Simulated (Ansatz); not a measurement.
# CHSi (quartet): B2PLYP, RPA-PBE over vertical spin and charge gaps, cc-pVDZ

How well do these functionals follow the top wave-function level for CHSi (quartet) over vertical spin and charge gaps?

Program: Ansatz 0.2.0, Gaussian basis. Level of theory: cc-pVDZ, all electrons in the functionals, frozen cores in the correlation of double hybrids and RPA. These are calculated values, not measurements.

The runs, in order: B2PLYP, RPA-PBE, at charge 0, quartet; charge 0, doublet; charge 0, sextet; charge 1, triplet; charge 1, quintet.

3 further runs of the same task are left out: 3 set aside as unsound or not needed.

**1. The system**

The geometry is a PBE0/def2-TZVP stationary point (not a proven minimum).

3 atoms, charge 0, spin multiplicity 4.

Atoms are counted from 1 here; the program's logs count them from 0.

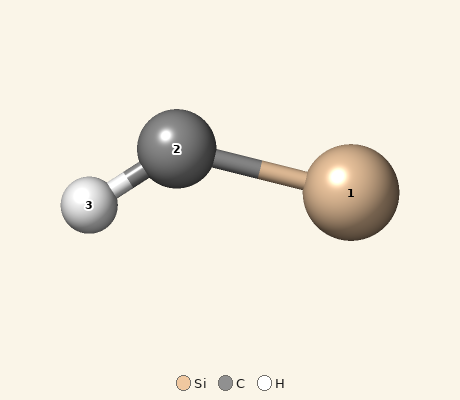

The structure; silicon light orange, carbon grey, hydrogen white; atoms are numbered from 1 in the order of the file.

No dispersion term is added.

The geometry shown and the zero of energy belong to the point charge 0, quartet. The yardstick, UCCSDTQ, and other wave-function levels (R restricted, U unrestricted, valence and pair active spaces) come from earlier runs.

**2. B2PLYP, charge 0, quartet**

The input, in.yaml:

```yaml
crystal:
  periodic: [false, false, false]
  atoms:
    - {symbol: Si, position_ang: [0.000000, 0.032553, 0.617233]}
    - {symbol: C, position_ang: [0.000000, -0.127023, -1.268554]}
    - {symbol: H, position_ang: [0.000000, 0.606549, -2.082531]}
basis:
  gaussian: {orbitals: cc-pVDZ}
magnetization: {spin_polarized: true, initial_magnetization: 3}
hamiltonian: {xc: {name: B2PLYP}}
correlation: {electrons: outside_noble_gas}
```

The run is started by

```sh
> ansatz run in.yaml --threads 1 --pin off --events-out ev --progress --plain --max-ram 3968MiB --backend cpu
```

The runs that follow: B2PLYP, charge 0, doublet; B2PLYP, charge 0, sextet; B2PLYP, charge 1, triplet; B2PLYP, charge 1, quintet; RPA-PBE, charge 0, quartet; RPA-PBE, charge 0, doublet; RPA-PBE, charge 0, sextet; RPA-PBE, charge 1, triplet; RPA-PBE, charge 1, quintet.

Before running them: what should the planned runs give, taken together? Wanted: quartet to doublet, UCCSDTQ; quartet to sextet, UCCSDTQ; ionisation to the triplet cation, UCCSDTQ; ionisation to the quintet cation, UCCSDTQ; largest miss, B2PLYP; largest miss, RPA-PBE.

**Answer**, as computed:

```
                                 quantity                          value
              quartet to doublet, UCCSDTQ                      -1.495 eV
               quartet to sextet, UCCSDTQ                       2.734 eV
ionisation to the triplet cation, UCCSDTQ                       6.735 eV
ionisation to the quintet cation, UCCSDTQ                       9.912 eV
                     largest miss, B2PLYP  +0.291 eV (quartet to sextet)
                    largest miss, RPA-PBE  +0.314 eV (quartet to sextet)
```

Of the functionals, B2PLYP keep the smallest largest miss at the points compared (at most 0.291 eV) and RPA-PBE strays most (0.314 eV, at quartet to sextet). B2PLYP clearly breaks the spin symmetry at some points (⟨S²⟩ up to 0.41 above the pure value), so energy there is bought with a mixed spin. Functionals and the yardstick converge differently with the basis, so part of each miss in cc-pVDZ is the basis.
